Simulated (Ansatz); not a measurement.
**BrClHInO (SMILES [OH][In]([Cl])[Br]) at HF/3-21G (sfX2C)**

Aim: the vertical electron affinity of BrClHInO at HF/3-21G (sfX2C), from 2 runs. 

The results are computed with Ansatz 0.2.0.

### 1 The molecule

The species is BrClHInO (5 atoms), typed as a singlet with charge 0. As SMILES, `[OH][In]([Cl])[Br]`. The shape is that of a PBE0-D4/def2-TZVP optimisation.

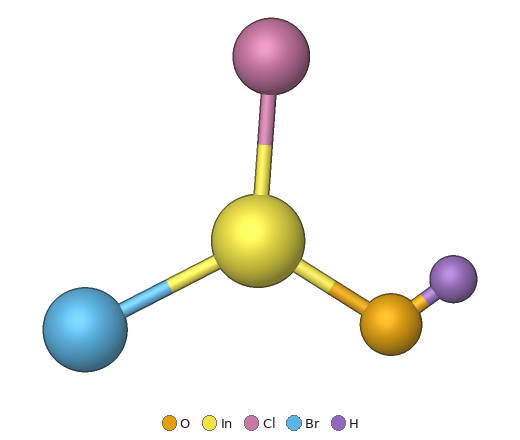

The structure, seen from a chosen angle (oxygen amber, indium yellow, chlorine pink, bromine blue, hydrogen purple).

### 2 Energy and gradient at HF/3-21G (sfX2C)

File in.yaml:

```yaml
crystal:
  periodic: [false, false, false]
  atoms:
    - symbol: O
      position_ang: [-0.257200, 1.542400, 0.012700]
    - symbol: In
      position_ang: [-0.101800, -0.408900, -0.122800]
    - symbol: Cl
      position_ang: [1.719700, -1.431600, 0.864100]
    - symbol: Br
      position_ang: [-1.787800, -1.699000, -1.298800]
    - symbol: H
      position_ang: [0.477100, 1.923400, 0.503400]
basis:
  gaussian:
    orbitals: 3-21G.json
hamiltonian:
  xc: hf
  pseudopotentials: {relativity: scalar}
accuracy: high
output: {forces: true, orbitals: {seedname: orbitals}}
```

The basis set 3-21G is read from a file made from the Basis Set Exchange's data (not shown).

On the command line:

```
ansatz run in.yaml --threads 1 --pin off --max-ram 2610MiB --events-out events.jsonl --progress --plain --runs-dir runs
```

The program printed:

```text
Warning: RAYON_NUM_THREADS=1 ignored (pool sized by the plan → 1); use --threads N
Functional definition: HF
  name "HF"
  exchange = exact_x
  correlation = 0
1464 factors; integrals over basis functions are off by at most 8.0e-9 eV
mean field evaluation 1: about -242979.2080 eV, gradient 4.0e1 eV
mean field evaluation 2: about -242979.3595 eV, gradient 4.0e1 eV
mean field evaluation 4: about -242982.1106 eV, gradient 2.8e0 eV
mean field evaluation 8: about -242982.1406 eV, gradient 1.9e-1 eV
mean field evaluation 16: about -242982.1409 eV, gradient 6.9e-8 eV
mean field -242982.14086525 eV, -8929.4289775873 hartree, gradient 6.9e-8 eV, S^2 0.000000; 0 other end points of the search recorded, 0 dependent functions left out
the calculation of the forces begins
reference -242982.14086525 eV, -8929.4289775873 hartree; 55, 55 occupied and 25, 25 virtual orbitals, 1464 factors
Total energy: -242982.14086525 eV, -8929.4289775873 hartree
Relativity: scalar
Atom 0 at    -0.257200     1.542400     0.012700 Å, force     0.158063    -1.270250    -0.054037 eV/Å
Atom 1 at    -0.101800    -0.408900    -0.122800 Å, force    -0.773080     1.522704    -0.289842 eV/Å
Atom 2 at     1.719700    -1.431600     0.864100 Å, force     0.985827    -0.535148     0.536009 eV/Å
Atom 3 at    -1.787800    -1.699000    -1.298800 Å, force    -0.510548    -0.396714    -0.357069 eV/Å
Atom 4 at     0.477100     1.923400     0.503400 Å, force     0.139738     0.679407     0.164939 eV/Å
Dipole moment:     0.093844     0.316834     0.093696 e Å
```

It took 5.1 s on 1 thread of Arm Neoverse V2, shared host.

### 3 The doublet anion at the same level

in.yaml, as its differences from that of step 2:

```diff
@@ -16,2 +16,6 @@
     orbitals: 3-21G.json
+total_charge: -1
+magnetization:
+  spin_polarized: true
+  initial_magnetization: 1
 hamiltonian:
```

The basis set 3-21G is read from a file made from the Basis Set Exchange's data (not shown).

On the command line:

```
ansatz run in.yaml --threads 1 --pin off --max-ram 2610MiB --events-out events.jsonl --progress --plain --runs-dir runs
```

The program printed, shortened:

```text
Warning: RAYON_NUM_THREADS=1 ignored (pool sized by the plan → 1); use --threads N
[... 2 set-up lines as earlier in the session ...]
[...]
1466 factors; integrals over basis functions are off by at most 8.0e-9 eV
[...]
mean field -242981.94078383 eV, -8929.4216247309 hartree, gradient 5.4e-8 eV, S^2 0.758055; 2 other end points of the search recorded, 0 dependent functions left out
[...]
reference -242981.94078383 eV, -8929.4216247309 hartree; 56, 55 occupied and 24, 25 virtual orbitals, 1466 factors
Total energy: -242981.94078383 eV, -8929.4216247309 hartree
Relativity: scalar
Atom 0 at    -0.257200     1.542400     0.012700 Å, force    -0.436774     0.618433    -0.178191 eV/Å
Atom 1 at    -0.101800    -0.408900    -0.122800 Å, force    -0.620102     2.139366    -0.159926 eV/Å
Atom 2 at     1.719700    -1.431600     0.864100 Å, force     3.118121    -1.617497     1.716012 eV/Å
Atom 3 at    -1.787800    -1.699000    -1.298800 Å, force    -2.453854    -1.652486    -1.675099 eV/Å
Atom 4 at     0.477100     1.923400     0.503400 Å, force     0.392609     0.512183     0.297203 eV/Å
Dipole moment:    -0.185836     0.197847    -0.082865 e Å
```

It took 15 s on 1 thread of Arm Neoverse V2, shared host; peak memory 0.47 GiB.

### 4 Summary of results

Level: HF/3-21G (sfX2C).

| quantity | value |
| --- | --- |
| singlet BrClHInO: total energy | -8929.42898 Eh |
| singlet BrClHInO: dipole moment | 1.65 D |
| singlet BrClHInO: HOMO energy | -11.57 eV |
| singlet BrClHInO: LUMO energy | 0.59 eV |
| singlet BrClHInO: HOMO–LUMO gap | 12.16 eV |
| singlet BrClHInO: largest force on an atom | 1.732 eV/Å |
| doublet anion: total energy | -8929.42162 Eh |
| doublet anion: HOMO energy (highest over α and β) | -0.20 eV |
| doublet anion: LUMO energy (lowest over α and β) | 5.61 eV |
| doublet anion: ⟨S²⟩ | 0.758 |
| doublet anion: largest force on an atom | 3.909 eV/Å |
| vertical electron affinity (to the doublet anion) | -0.200 eV |

The anion lies 0.20 eV (4.6 kcal/mol) above the neutral: the electron isn't bound at this level, and such a value depends on the basis. Without diffuse functions anions come out too high. Hartree–Fock misses the correlation that binds many anions. The largest force (singlet BrClHInO) is 1.73 eV/Å: the shape isn't a stationary point for this species at this level. The basis (singlet BrClHInO) was contracted for non-relativistic atoms, which limits what the relativistic Hamiltonian can do in the core. Mulliken charges (doublet anion) run from -0.83 on O1 to +0.68 on In2. The basis (doublet anion) was contracted for non-relativistic atoms, which limits what the relativistic Hamiltonian can do in the core.
